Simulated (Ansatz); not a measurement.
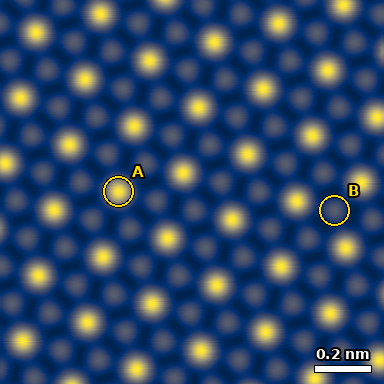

iDPC-like image of C (P6_3/mmc, No. 194) along [001]. Simulated as the projected potential of neutral atoms (B = 0.3 Å²) blurred by a 0.68 Å probe, the thin-sample limit of integrated differential phase contrast. A slight drift was added. Model: coordinates from a relaxation at fixed volume with DFT r2SCAN, scalar-relativistic, plane waves, PAW in Ansatz 0.2.0.

```cif
data_structure
_symmetry_space_group_name_H-M 'P6_3/mmc'
_symmetry_Int_Tables_number 194
_cell_length_a 2.4577
_cell_length_b 2.4577
_cell_length_c 7.7429
_cell_angle_alpha 90.000
_cell_angle_beta 90.000
_cell_angle_gamma 120.000
_cell_volume 40.50
loop_
_atom_site_label
_atom_site_type_symbol
_atom_site_symmetry_multiplicity
_atom_site_Wyckoff_symbol
_atom_site_fract_x
_atom_site_fract_y
_atom_site_fract_z
_atom_site_occupancy
C1 C 2 b 0.00000 0.00000 0.25000 1
C2 C 2 c 0.33333 0.66667 0.25000 1
```

**Name the elements in each circled column.**

C (2 C per 7.74 Å along the beam; the brightest kind). B: C (1 C per 7.74 Å along the beam; about 35 % of the brightest peak). Brightness is counted from the darkest point of the image.
